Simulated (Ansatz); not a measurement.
## Molecular dynamics, with input and output: CH6ClNOSi (part 5 of 5)

Continued. System: CH6ClNOSi. Method: RKS PBE/cc-pVDZ (Ansatz 0.2.0). It belongs to a series of runs on one base structure; here: dynamics from the last frame of an earlier run.

Geometry of the input (Å):
```
Si 0.0624  0.1096  0.1246
N  0.0699  0.0550  1.9224
H  -0.3462  0.6586  2.5187
H  1.1147  -0.0711  2.0876
C  1.8521  0.0709  -0.5764
H  1.8546  0.1542  -1.7319
H  2.4721  0.9084  -0.0433
H  2.2501  -0.9752  -0.3082
O  -1.0728  1.2570  -0.4757
H  -1.7263  1.5383  0.1588
Cl -1.0338  -1.6677  -0.7268
```

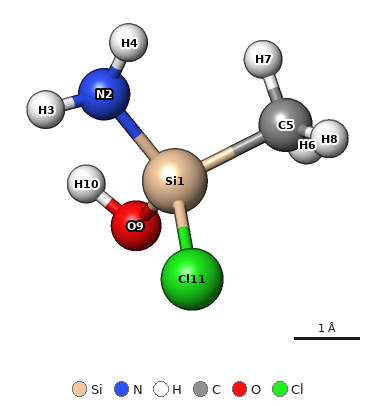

**Figure 1.** The geometry at step 100 of the log (ball-and-stick view, seen at a tilt; atoms are numbered from 1 in the order of the input).

## Trajectory as extended XYZ, continued
```
11
Properties=species:S:1:pos:R:3:forces:R:3 step=99 time_fs=49.5 energy=-25060.67023 temperature=813.9
Si   -0.0640    0.0155    0.0746    1.9668  -0.0006  -0.3861
N     0.1221    0.2179    1.8194    2.2054  -0.3499  -0.6442
H    -0.6718    0.0156    2.3659   -1.6014  -0.4771   1.3228
H     0.9665   -0.2670    2.2524   -1.2074   0.5898  -0.6353
C     1.7583    0.0309   -0.5608   -2.9654   0.8829   0.4932
H     1.7757    0.8208   -1.2864    0.3457   0.7637  -0.9521
H     2.2169    0.3593    0.3326    1.4482   0.4895   1.3266
H     2.0844   -0.8944   -0.9254    0.8130  -1.8278  -0.7195
O    -0.9638    1.3643   -0.4182   -0.2385   0.2408   1.4862
H    -1.0567    1.7312    0.5186   -0.2008   0.3123  -1.2199
Cl   -0.9631   -1.6797   -0.6942   -0.5655  -0.6237  -0.0716
11
Properties=species:S:1:pos:R:3:forces:R:3 step=100 time_fs=50.0 energy=-25060.74753 temperature=878.9
Si   -0.0627    0.0190    0.0759    1.9321  -0.1625  -0.4189
N     0.1206    0.2124    1.8177    0.6683  -0.1242  -0.2626
H    -0.6830    0.0037    2.3826   -0.8421  -0.2337   0.6937
H     0.9479   -0.2302    2.2664   -0.4354   0.1653  -0.3736
C     1.7552    0.0297   -0.5638   -2.8124   1.6939   0.9404
H     1.7705    0.8305   -1.2889    0.3398   0.5375  -0.7723
H     2.2318    0.3630    0.3350    1.1828   0.2911   0.8522
H     2.0710   -0.8881   -0.9290    0.9584  -2.2192  -0.8952
O    -0.9614    1.3655   -0.4187   -0.2247   0.2154   1.3463
H    -1.0420    1.7369    0.5131   -0.2413   0.3751  -1.0688
Cl   -0.9630   -1.6818   -0.6940   -0.5256  -0.5386  -0.0412
```
